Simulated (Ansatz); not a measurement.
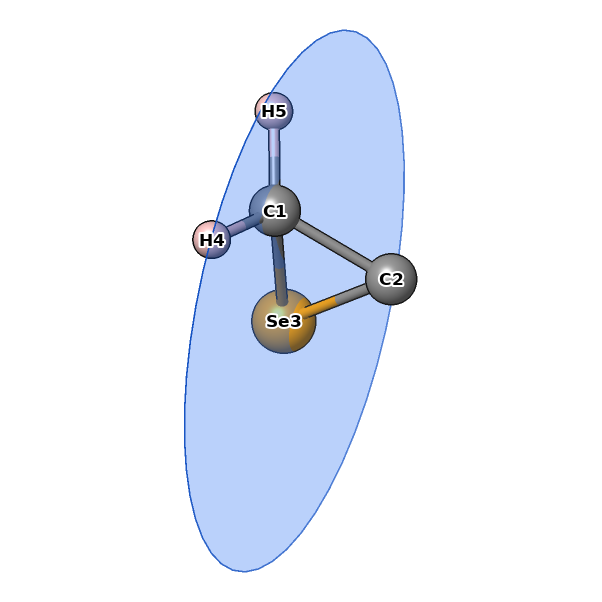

A disc through the centre of mass is drawn in. Atoms fade into the background with distance from the viewer. The geometry was computed by an optimisation with PBE0-D4/def2-TZVP. No frequency run is at hand to confirm it as a minimum.

Is the plane of the disc a mirror plane of the structure?

Answer. No. The point group is Cs, with 1 mirror plane, and this plane isn't one of its mirror planes.
